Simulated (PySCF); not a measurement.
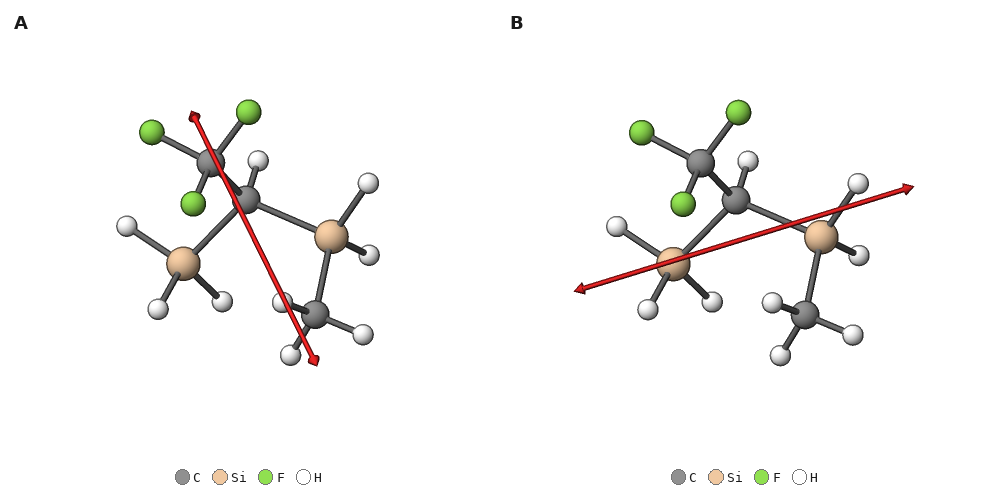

The double arrows show the directions of two transition dipoles from the ground state (lengths mean nothing). The geometry was computed by an optimisation with GFN2-xTB. No frequency run is at hand to confirm it as a minimum. Properties computed with TDDFT CAM-B3LYP/def2-SVPD, vertical, gas phase, core orbitals frozen in the response (PySCF 2.14.0).

### One belongs to singlet state 2 and one to singlet state 3. Which is which?

A: state 2, 8.64 eV (144 nm), oscillator strength 0.039, of mixed character, with the largest part HOMO → LUMO (weight 0.29).
B: state 3, 8.71 eV (142 nm), oscillator strength 0.051, of mixed character, with the largest part HOMO → LUMO (weight 0.43).

The geometry is semi-empirical. Around Si such bond lengths and angles can be off by a tenth of an ångström or more and by several degrees, and values that hang on the shape move with them.
